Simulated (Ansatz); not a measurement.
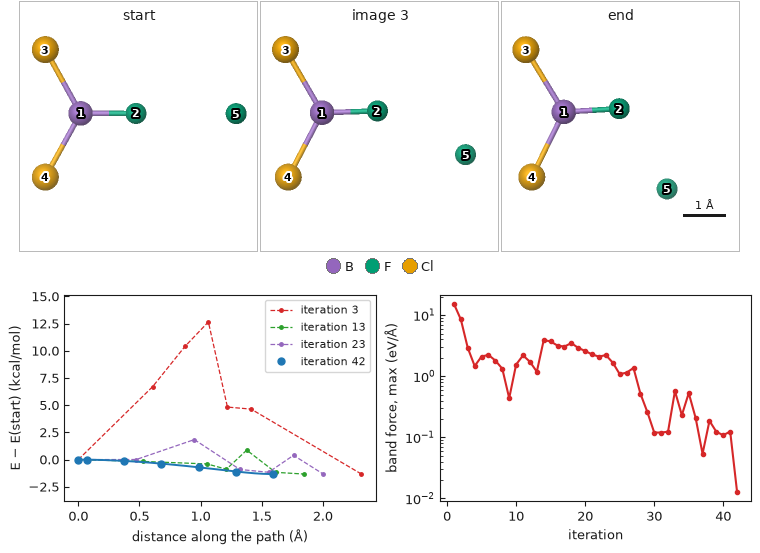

A search for the minimum-energy path of BCl₂F₂ (multiplicity 2), made up at the start of BCl₂F and F by the nudged elastic band. Images are numbered from 0 (start) to 6 (end). The plot follows the band through its iterations. Style: ball-and-stick. Shown face on.

Method: Ansatz, UKS r2SCAN/cc-pVDZ.

Input
```yaml
crystal:
  periodic: [false, false, false]
  atoms:
    - { symbol: B, position_ang: [0.0, 0.0, -0.130415] }
    - { symbol: F, position_ang: [0.0, 0.0, 1.199586] }
    - { symbol: Cl, position_ang: [1.529442, 0.0, -0.975636] }
    - { symbol: Cl, position_ang: [-1.529442, 0.0, -0.975636] }
    - { symbol: F, position_ang: [0.0, 0.0, 3.602102] }
magnetization:
  spin_polarized: true
  initial_magnetization: 1
basis:
  gaussian: { orbitals: cc-pVDZ }
hamiltonian:
  xc: r2scan
neb:
  order_check: false
  images: 5
  f_tol: 0.03
  max_iterations: 60
  spring: { min: 2.0, max: 10.0 }
  final_atoms:
    - { symbol: B, position_ang: [0.2127173, 0.02535989, 0.02202414] }
    - { symbol: F, position_ang: [0.71473677, 0.14631201, 1.25334471] }
    - { symbol: Cl, position_ang: [1.33583768, -0.04873293, -1.31510432] }
    - { symbol: Cl, position_ang: [-1.51302383, -0.04873293, -0.20357104] }
    - { symbol: F, position_ang: [-0.75026792, -0.07420604, 2.96330752] }
  initial_path:
    images:
      - { positions_ang: [[0.0, 0.0, -0.130415], [0.0, 0.0, 1.199586], [1.529442, 0.0, -0.975636], [-1.529442, 0.0, -0.975636], [0.0, 0.0, 3.602102]] }
      - { positions_ang: [[0.0, 0.0, -0.08694327], [0.0, 0.0, 1.3230574], [1.55656133, 0.0, -0.96042393], [-1.55656133, 0.0, -0.96042393], [0.0, 0.0, 3.40473473]] }
      - { positions_ang: [[0.0, 0.0, -0.04347153], [0.0, 0.0, 1.4465288], [1.58368067, 0.0, -0.94521187], [-1.58368067, 0.0, -0.94521187], [0.0, 0.0, 3.20736747]] }
      - { positions_ang: [[0.0, 0.0, 2.0e-07], [0.0, 0.0, 1.5700002], [1.6108, 0.0, -0.9299998], [-1.6108, 0.0, -0.9299998], [0.0, 0.0, 3.0100002]] }
      - { positions_ang: [[0.07090577, 0.0084533, 0.00734151], [0.23824559, 0.04877067, 1.46444837], [1.51914589, -0.01624431, -1.05836797], [-1.57820794, -0.01624431, -0.68785688], [-0.25008931, -0.02473535, 2.99443597]] }
      - { positions_ang: [[0.14181153, 0.0169066, 0.01468283], [0.47649118, 0.09754134, 1.35889654], [1.42749179, -0.03248862, -1.18673615], [-1.54561589, -0.03248862, -0.44571396], [-0.50017861, -0.0494707, 2.97887174]] }
      - { positions_ang: [[0.2127173, 0.02535989, 0.02202414], [0.71473677, 0.14631201, 1.25334471], [1.33583768, -0.04873293, -1.31510432], [-1.51302383, -0.04873293, -0.20357104], [-0.75026792, -0.07420604, 2.96330752]] }
```

Run as
```bash
ansatz run input.yaml --threads 4 --pin off --max-ram 5120MiB --backend cpu --events-out ev --progress --plain --runs-dir out
```

Judge this run.

The run is converged, with reservations. The band converged in 42 iterations. The largest component of the band force went from 15 to 0.013 eV/Å. The first iteration put the highest image at 86.84 kcal/mol. No barrier shows: the energy is highest at the start, and the end lies 1.33 kcal/mol below the start.

Limits of the set-up: the start holds two separate molecules, 2.4 Å apart at their closest, whose relative position is a soft coordinate and is computed without a dispersion correction.
